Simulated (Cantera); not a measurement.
A closed system holds: 1 mol HMDSO, a varied amount of CO₂, 32 mol H₂, at 977 °C and 0.00370 bar.

Cantera equilibrium calculation (NASA polynomials, part measured and part estimated; ideal gas, pure solids and liquids). Candidate condensed phases: C, C₆H₆, C₇H₈, C₈H₁₈, H₂O, Si, SiC, SiO₂; 123 gas species. The feed counts by its element totals alone. Mutual solubility and eutectic melting of coexisting phases are not modelled. The tables hold silica as quartz up to 1696 K and as liquid above; real silica turns to tridymite and cristobalite and melts near 1996 K. Equilibrium is a limit: real reactors are often held back by kinetics, nucleation or transport.

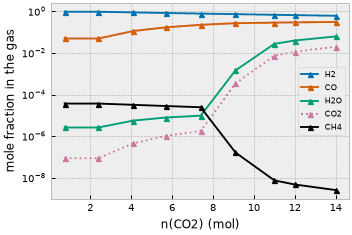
Figure: Equilibrium gas composition (values under 1e-9 drawn at 1e-9)

From 0.75 mol CO₂ to 2.4 mol CO₂ the condensed part is C(graphite) + SiC(s) + SiO₂(β-quartz). From 4.1 mol CO₂ to 7.4 mol CO₂ the condensed part is C(graphite) + SiO₂(β-quartz). From 9.1 mol CO₂ to 14 mol CO₂ the condensed part is SiO₂(β-quartz).
